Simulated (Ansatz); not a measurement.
**CuI (Marshite): how the settings move a relaxation**

Aim: see which settings change the result for CuI (Marshite), by how much, and at what cost.

The COD entry's cell or inner coordinates are ideal or old and differ from later refinements, so a difference from it is no clean test against experiment.

Computed with Ansatz 0.2.0 (reference: DFT, LDA, PAW with Ansatz's default frozen-core files, scalar-relativistic, unless a step's input says otherwise).

## Step 1: Starting point

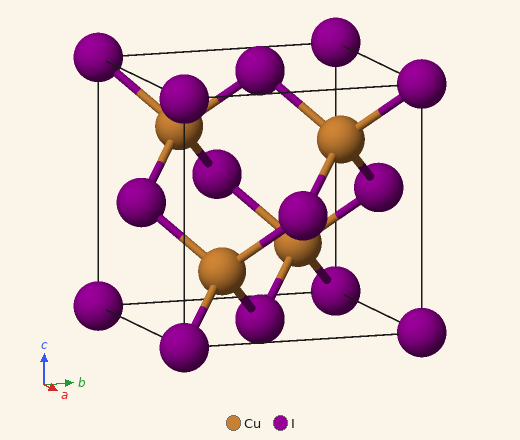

The starting structure, seen slightly off an axis (copper orange, iodine purple). Atoms on the faces are drawn again on the opposite ones. The cell drawn here is the conventional one.

Structure file:

```
CELL_PARAMETERS angstrom
0.00000 2.96962 2.96962
2.96962 0.00000 2.96962
2.96962 2.96962 0.00000
ATOMIC_POSITIONS crystal
Cu 0.25000 0.25000 0.25000
I 0.00000 0.00000 0.00000
```

## Step 2: Baseline

Input file input.yaml:

```yaml
crystal:
  lattice:
    - [0.0, 2.9696152886, 2.9696152886]
    - [2.9696152886, 0.0, 2.9696152886]
    - [2.9696152886, 2.9696152886, 0.0]
  atoms:
    - { symbol: Cu, position: [0.25, 0.25, 0.25] }
    - { symbol: I, position: [0.0, 0.0, 0.0] }
kpoints:
  mp_grid: { grid: [9, 9, 9] }
scf:
  occupations: { method: fermi_dirac, width: 0.05 }
hamiltonian:
  xc: lda
  pseudopotentials: { kind: paw }
output:
  forces: true
  stress: true
  efg: { contact_densities: true }
relax:
  f_tol: 0.005
  max_steps: 80
  cell: {}
```

On the command line:

```sh
> ansatz run input.yaml --threads 1 --pin off --max-ram 2048MiB --backend cpu --events-out ev --progress --plain --runs-dir out
```

From the output:

```text
[...]
Basis set: ecut = 420 eV, 965 PW (Γ)
[...]
k-points: 35 of 729 (time reversal used)
[...]
SCF iter   1: F=—  HF=-13911.794025 eV  |F-HF|=—  |Δ(HF+E_count)|=         —  Δρ=1.09e-2  dr2=2.74e-2  ethr=1.77e-3  ⟨swp⟩=6.1  Hψ=3785  notcnv=0
preconditioner: auto → none  [insulator: Δε(μ)=1.016 eV  Ē_g=9.176 eV  σ=0.050 eV  W_gap=1.00  n_scr=14 (ndim 8)  ℏωp=21.8 eV  f_vac=0.161  D(μ)=0.00/eV (n_scr^D=0)  ε∞_Penn≈6.6]
SCF iter   2: F=—  HF=-13911.799317 eV  |F-HF|=—  |Δ(HF+E_count)|=   5.29e-3  Δρ=1.18e-2  dr2=5.04e-2  ethr=7.62e-5  ⟨swp⟩=2.2  Hψ=1831  notcnv=0
[...]
relax step   1: F+E_penalty+E_count = -13911.78638510 eV  Δ(F+E_penalty+E_count) = +0.000e0 eV  max|allowed force component| = 5.782e-17 eV/Å  Δτ_max = 0.0000 Å  P = -2.017 GPa  Ω = 52.376 Å³  (6 SCF iters, dr2 threshold 1.00e-7 eV, accepted)
[...]
Basis set: ecut = 420 eV, 941 PW (Γ)
[...]
relax step   2: F+E_penalty+E_count = -13911.80028335 eV  Δ(F+E_penalty+E_count) = -1.390e-2 eV  max|allowed force component| = 2.032e-17 eV/Å  Δτ_max = 0.0000 Å  P = -0.021 GPa  Ω = 50.373 Å³  energy of the carried Pulay correction = +6.504e-4 eV  (6 SCF iter
[...]
SCF iter   5: F=—  HF=-13911.799615 eV  |F-HF|=—  |Δ(HF+E_count)|=  4.13e-10  Δρ=1.23e-6  dr2=1.53e-10  ethr=2.29e-11  ⟨swp⟩=2.0  Hψ=975  notcnv=0
SCF iter   6: F=-13911.799615 eV  HF=-13911.799615 eV  |F-HF|=3.64e-12  |Δ(HF+E_count)|=  2.73e-11  Δρ=8.18e-8  dr2=1.09e-12  ethr=1.00e-12  ⟨swp⟩=5.2  Hψ=3758  notcnv=0
[...]
relax step   3: F+E_penalty+E_count = -13911.79961469 eV  Δ(F+E_penalty+E_count) = +6.687e-4 eV  max|allowed force component| = 2.573e-17 eV/Å  Δτ_max = 0.0000 Å  P = -0.019 GPa  Ω = 50.373 Å³  stress off target by 1.91e-2 GPa  SCF on the basis re-selected at 
[...]
SCF converged after 6 iterations
Free energy (F): -13911.799615 eV
[...]
E sigma→0 (E₀):  -13911.799615 eV
[...]
Fermi energy:    9.974109 eV
[...]
  P = ⅓ Tr σ = -0.0191 GPa (-0.191 kbar)
[...]
--- Relaxed structure (2 steps of the walk, 2 accepted, 1 SCFs on fresh bases) ---
[...]
```

Run time: 20 s. Hardware: 1 thread of Arm Neoverse N1, shared host.

## Step 3: Changed: occupations.method methfessel_paxton, occupations.width 0.025

Edit input.yaml of step 2 so:

```diff
@@ -11,3 +11,3 @@
 scf:
-  occupations: { method: fermi_dirac, width: 0.05 }
+  occupations: { method: methfessel_paxton, width: 0.025 }
 hamiltonian:
```

On the command line:

```sh
> ansatz run input.yaml --threads 1 --pin off --max-ram 2048MiB --backend cpu --events-out ev --progress --plain --runs-dir out
```

The log of the run, shortened:

```text
I: output.efg is read without spin–orbit coupling, which moves field gradients at and beside such atoms by some per cent and up to a factor of two; PAW files take it under magnetization.noncollinear and magnetization.spin_orbit
[...]
Pseudopotentials: kind: paw
Pseudopotential: Cu, paw, valence charge 19, recommended cutoff 420 eV (normal)
Pseudopotential: I, paw, valence charge 17, recommended cutoff 420 eV (normal)
Functional definition: SPW92
[...]
Crystal: 2 atoms, lattice volume = 52.376 Å³
Basis set: ecut = 420 eV, 965 PW (Γ)
Bands: 22, of which v1, the nominal top of the filled ones, is band 18 counted from 1 (17 counted from 0)
Symmetry: 24 space group operations
Space group: F-43m (ITA 216), of the structure as read, at distance tolerance 3.7e-5 Å
k-points: 35 of 729 (time reversal used)
[...]
SCF iter   1: F=—  HF=-13911.794025 eV  |F-HF|=—  |Δ(HF+E_count)|=         —  Δρ=1.09e-2  dr2=2.74e-2  ethr=1.77e-3  ⟨swp⟩=6.3  Hψ=3792  notcnv=0
[...]
relax step   1: F+E_penalty+E_count = -13911.78638509 eV  Δ(F+E_penalty+E_count) = +0.000e0 eV  max|allowed force component| = 4.395e-17 eV/Å  Δτ_max = 0.0000 Å  P = -2.017 GPa  Ω = 52.376 Å³  (6 SCF iters, dr2 threshold 1.00e-7 eV, accepted)
[...]
--- Forces (eV/Å), atoms counted from 1 ---
  atom   1  Cu    -0.00000000    -0.00000000    -0.00000000
  atom   2  I      0.00000000    -0.00000000    -0.00000000
[...]
--- Stress (GPa, compression-positive) ---
       -0.019089      -0.000000      -0.000000
       -0.000000      -0.019089       0.000000
       -0.000000       0.000000      -0.019089
  P = ⅓ Tr σ = -0.0191 GPa (-0.191 kbar)
--- PAW observables at the nuclei: V_zz in 10²¹ V/m², potentials from the cell's mean, atoms counted from 1 ---
  atom   1  Cu V_zz =    +0.000000   η = 0.0000   by run symmetry: forbidden
            electrostatic potential = -3756.208523 V   contact ρ = 146766.827026 e/Å³
  atom   2  I  V_zz =    +0.000000   η = 0.0000   by run symmetry: forbidden
            electrostatic potential = -8888.969823 V   contact ρ = 1597642.530371 e/Å³
--- Relaxed structure (2 steps of the walk, 2 accepted, 1 SCFs on fresh bases) ---
  F+E_penalty+E_count = -13911.79961469 eV   max|allowed force component| = 6.948e-18 eV/Å   (the final SCF, on the basis selected at the relaxed cell)
  cell:  # Å, volume = 50.3732 Å³
    - [-4.1399897767276665e-34, 2.93127382239499, 2.93127382239499]
    - [2.93127382239499, 2.2769943772002172e-33, 2.93127382239499]
    - [2.93127382239499, 2.93127382239499, 2.6081935593384304e-33]
  atoms:
    - { symbol: Cu, position: [0.24999999999999997, 0.24999999999999997, 0.24999999999999997] }
    - { symbol: I, position: [-3.4335742985818323e-34, 3.4842418976755137e-34, 3.4335742985818323e-34] }
```

Wall time 19 s (1 thread of Arm Neoverse N1, shared host).

Changing the smearing hardly moves the energy: 0.0 meV/atom.

## Step 4: Variant: occupations.method tetrahedron_uncorrected, n_extra_bands 4, preconditioner kerker, width left out

Edit input.yaml of step 2 so:

```diff
@@ -11,3 +11,5 @@
 scf:
-  occupations: { method: fermi_dirac, width: 0.05 }
+  occupations: { method: tetrahedron_uncorrected }
+  n_extra_bands: 4
+  mixing: { preconditioner: kerker }
 hamiltonian:
```

On the command line:

```sh
> ansatz run input.yaml --threads 1 --pin off --max-ram 2048MiB --backend cpu --events-out ev --progress --plain --runs-dir out
```

The log of the run, shortened:

```text
Warning: relax: with tetrahedron occupations the Hellmann–Feynman forces and the energy need not agree along the walk (scf.occupations.method in the input reference, under Limitations); prefer a smearing scheme for the relaxation and re-run the relaxed geometry with tetrahedron [...]
scf.n_extra_bands = 4 over 18 filled bands (N_el = 36.0): the run solves 22 bands
I: output.efg is read without spin–orbit coupling, which moves field gradients at and beside such atoms by some per cent and up to a factor of two; PAW files take it under magnetization.noncollinear and magnetization.spin_orbit
[...]
[... 4 set-up lines as earlier in the session ...]
[...]
Crystal: 2 atoms, lattice volume = 52.376 Å³
Basis set: ecut = 420 eV, 965 PW (Γ)
Bands: 22, of which v1, the nominal top of the filled ones, is band 18 counted from 1 (17 counted from 0)
[...]
  P = ⅓ Tr σ = -0.0196 GPa (-0.196 kbar)
--- PAW observables at the nuclei: V_zz in 10²¹ V/m², potentials from the cell's mean, atoms counted from 1 ---
  atom   1  Cu V_zz =    -0.000000   η = 0.0000   by run symmetry: forbidden
            electrostatic potential = -3756.208387 V   contact ρ = 146766.826620 e/Å³
  atom   2  I  V_zz =    -0.000000   η = 0.0000   by run symmetry: forbidden
            electrostatic potential = -8888.969677 V   contact ρ = 1597642.530955 e/Å³
--- Band table (eV; the first three rows and the last of 35) ---
[... band rows left out ...]
[...]
--- Relaxed structure (2 steps of the walk, 2 accepted, 1 SCFs on fresh bases) ---
  F+E_penalty+E_count = -13911.79961447 eV   max|allowed force component| = 1.503e-17 eV/Å   (the final SCF, on the basis selected at the relaxed cell)
  cell:  # Å, volume = 50.3737 Å³
    - [-4.076297626316472e-34, 2.9312834116353823, 2.9312834116353823]
    - [2.9312834116353823, 1.2738430082238975e-33, 2.9312834116353823]
    - [2.9312834116353823, 2.9312834116353823, 2.445778575789883e-33]
  atoms:
    - { symbol: Cu, position: [0.25, 0.25, 0.25] }
    - { symbol: I, position: [-4.985691750818283e-34, 2.904942348037753e-34, 4.012873848219593e-34] }
```

Run time: 22 s. Hardware: 1 thread of Arm Neoverse N1, shared host.

Changing the smearing and mixing hardly moves the energy: 0.0 meV/atom. Cost: 23 SCF cycles against 18.

## Step 5: Side by side

```
                                                                                                  run     ending       energy change  pressure (GPa)  gap (eV)  force (eV/Å)  cycles  time
                                                                                            reference  converged                   0             0.0      1.22          0.00      18  20 s
                                     1: occupations.method methfessel_paxton, occupations.width 0.025  converged  0.0 meV/atom (σ→0)             0.0      1.22          0.00      18  19 s
2: occupations.method tetrahedron_uncorrected, n_extra_bands 4, preconditioner kerker, width left out  converged  0.0 meV/atom (σ→0)             0.0      1.22          0.00      23  22 s
```

**Reading.** Of the converged runs whose energies compare with the reference's, none moves it noticeably. The gap of the reference lacks spin-orbit coupling, though the cell holds I.

These are semilocal Kohn-Sham gaps, which aren't the measured quantity. Such gaps usually fall short of the measured ones; spin-orbit coupling, left out here, narrows gaps with I, so the two errors partly cancel.
